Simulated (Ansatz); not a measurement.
# Single-point calculation, with input and output: SiNH8ClO

SiNH8ClO, computed with RKS PBE0-D4/def2-TZVPP (Ansatz 0.2.0).

The geometry is the reactant side of a reaction. The reaction was set up to form Si1–N7, H6–O9 and H2–H8 and to break Si1–H2, H6–N7 and H8–O9 (atoms counted from 1 in the order of the input); sticks are drawn by distance alone. The geometry comes from this level: PBE0-D4/def2-TZVP.

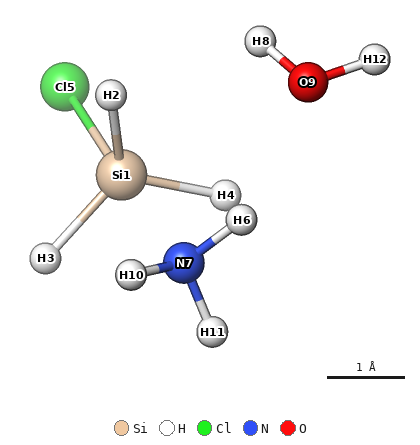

*The structure (ball-and-stick view, seen at a tilt; atoms are numbered from 1 in the order of the input).*

Bond lengths as drawn: Cl–Si 2.14 Å, H–N 1.01 to 1.02 Å, H–O 0.96 Å and H–Si 1.48 to 1.49 Å.

## The input
```yaml
crystal:
  periodic: [false, false, false]
  atoms:
    - {symbol: Si, position_ang: [-1.235204, -0.351067, -0.608052]}
    - {symbol: H, position_ang: [-0.183546, -1.383189, -0.419234]}
    - {symbol: H, position_ang: [-1.463266, 0.160301, -1.976780]}
    - {symbol: H, position_ang: [-1.536080, 0.533896, 0.540021]}
    - {symbol: Cl, position_ang: [-2.933154, -1.645450, -0.453634]}
    - {symbol: H, position_ang: [1.108034, 0.802534, 0.138964]}
    - {symbol: N, position_ang: [0.574132, 0.972046, -0.714320]}
    - {symbol: H, position_ang: [1.045060, -1.145659, 1.462858]}
    - {symbol: O, position_ang: [1.619084, -0.403558, 1.678460]}
    - {symbol: H, position_ang: [1.168948, 0.761545, -1.507745]}
    - {symbol: H, position_ang: [0.330818, 1.954694, -0.760721]}
    - {symbol: H, position_ang: [1.505175, -0.256092, 2.620184]}
basis:
  gaussian: {orbitals: def2-TZVPP}
hamiltonian: {xc: pbe0, dispersion: d4}
output: {orbitals: {seedname: orbitals}}
```

Run as:
```bash
ansatz run in.yaml --threads 4 --pin off --events-out ev --progress --plain --max-ram 9574MiB
```

## Output
```
Functional definition: PBE0
  name "PBE0"
  cite "Adamo & Barone, J. Chem. Phys. 110, 6158 (1999) doi:10.1063/1.478522"
  cite "Perdew, Burke & Ernzerhof, Phys. Rev. Lett. 77, 3865 (1996) doi:10.1103/PhysRevLett.77.3865"
  parent pbe
  parameter a = 0.25
  parameter kappa = 0.804
  parameter beta = 0.06672455060314922
  exchange = (1 - a)*pbe_x(kappa = kappa, mu = beta*pi^2/3) + a*exact_x
  correlation = pbe_c(beta = beta)
1394 factors; their error is unknown
mean field evaluation 1: about -24052.1065 eV, gradient 6.9e1 eV
mean field evaluation 2: about -24044.4857 eV, gradient 9.2e1 eV
mean field evaluation 4: about -24060.1134 eV, gradient 3.1e0 eV
mean field evaluation 8: about -24060.1291 eV, gradient 1.6e-2 eV
mean field evaluation 16: about -24060.1833 eV, gradient 1.4e-5 eV
mean field -24060.18330490 eV, -884.1954278771 hartree, gradient 1.4e-5 eV, S^2 0.000000; 0 other end points of the search recorded, 0 dependent functions left out
reference -24060.18333747 eV, -884.1954290741 hartree; 27, 27 occupied and 231, 231 virtual orbitals, 1394 factors
Total energy: -24060.35189210 eV, -884.2016233423 hartree
```

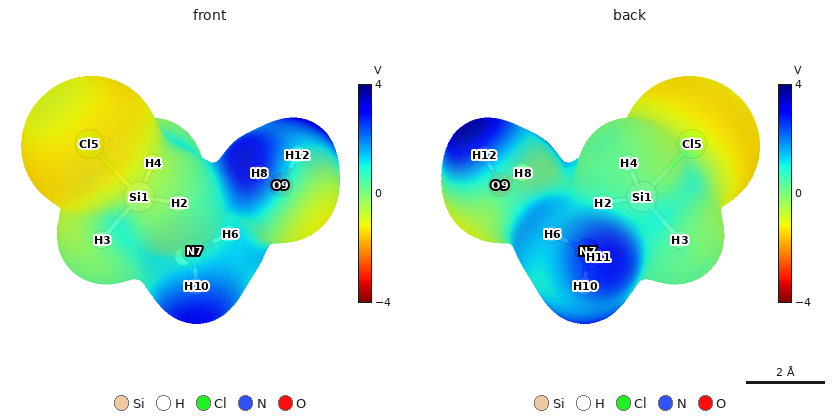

*The electrostatic potential painted on the density surface at 0.004 e/bohr³, seen at a tilt and from behind; red is negative and blue positive.*

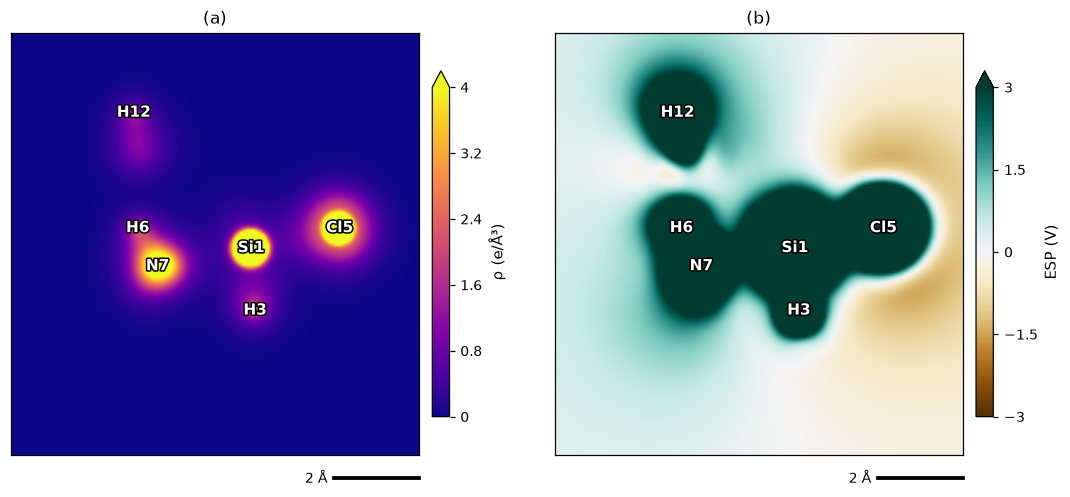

*(a) electron density; (b) electrostatic potential on the plane of atoms H3, Si1 and Cl5.*

Atoms in the plane: Si, H, Cl and N. Si1···N7 (2.24 Å): ρ is about 0.39 e/Å³ halfway, with its minimum of 0.32 e/Å³ about 0.9 Å from Si. Si–Cl (2.14 Å): ρ is about 0.78 e/Å³ halfway. N–H (1.02 Å): ρ at the midpoint is about 2.9 e/Å³, with its minimum of 2.3 e/Å³ about 0.8 Å from N.

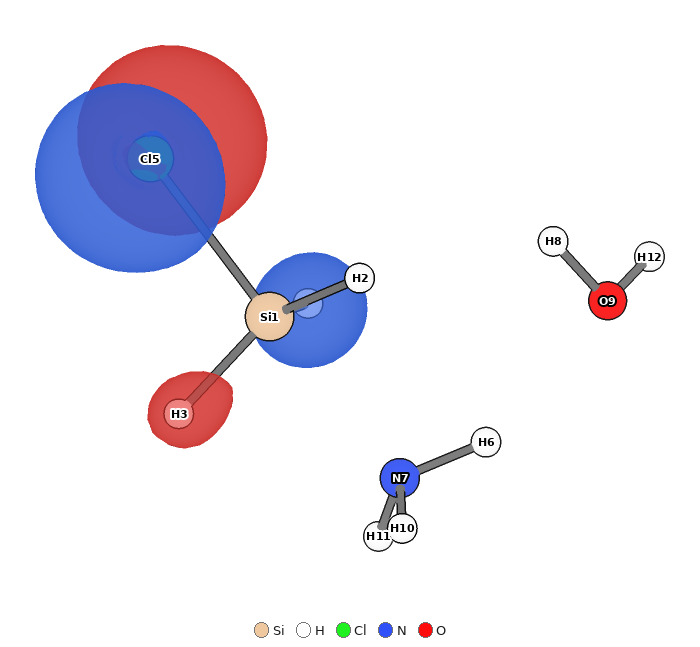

*One frontier orbital at ±0.15 Å⁻³ᐟ² (blue and red are the two phases), seen face on.*

The HOMO, at −7.66 eV.

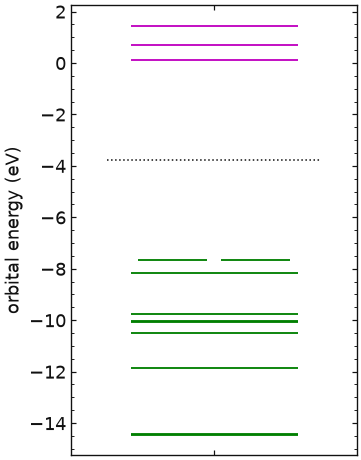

*Orbital energies near the frontier; the dotted line parts filled from empty levels, and levels within 0.02 eV of each other stand side by side.*

Highest filled −7.66 eV, lowest empty 0.10 eV, 7.76 eV apart.

## Key numbers

```csv
quantity,value
outcome,converged
total energy,−24060.3519 eV
mean-field energy,−24060.1833 eV
dispersion energy,−0.1686 eV
SCF solution under orbital rotations,stable
HOMO,−7.66 eV
LUMO,0.10 eV
hardware,"4 threads of Arm Neoverse V1, 23 GiB of memory available, shared host"
wall time,3.2 s (CPU time 12 s)
peak memory,0.63 GiB
```
